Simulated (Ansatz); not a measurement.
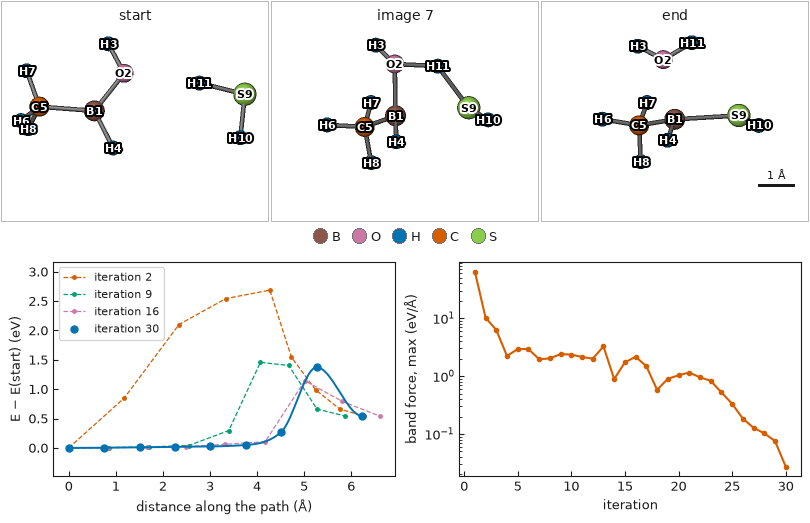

NEB run on CH₇BOS. Images are numbered from 0 (start) to 8 (end). The plot follows the band through its iterations. The picture is a ball-and-stick view, seen face on.

The calculation used RKS BHLYP-D4/6-31G* (Ansatz 0.2.0). Set-up: 7 movable images; climbing image; force threshold 0.05 eV/Å; iteration limit 60; starting path through a guess of the saddle point.

Did the band converge, and can the barrier be trusted?

The result is final at these settings. The band converged in 30 iterations. The largest component of the band force went from 64 to 0.027 eV/Å. The climbing image converged on the top of the path. Its vibrational analysis gives one imaginary mode (1486i cm⁻¹), as a transition state must have. The first iteration put the highest image at 14.81 eV. The energy climbs by 1.37 eV to image 7 and then falls by 0.83 eV, so the end point sits at +0.54 eV.

Cost: 13 min on 1 thread of Arm Neoverse V1, on a shared host, peak memory 0.18 GiB.
